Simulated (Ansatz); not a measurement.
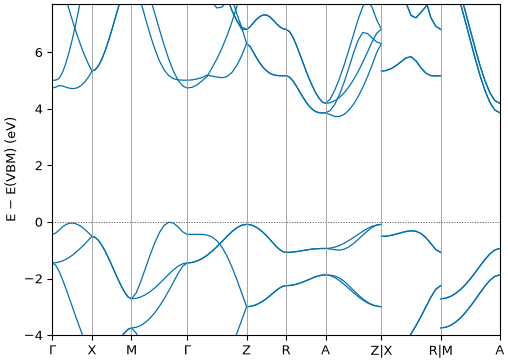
Figure. Band structure from PBE (plane waves, PAW; program Ansatz)

The gap is 3.72 eV; an edge lies off the plotted path or next to a special point (maximum off the standard path, minimum on the A–Z line, 21 % of the way from A).

The material is MgH₂ (rutile, space group No. 136).

Space group P4_2/mnm (rutile). The PBE relaxation kept the symmetry of its start.

Potentials: the later of the program's two PAW sets.
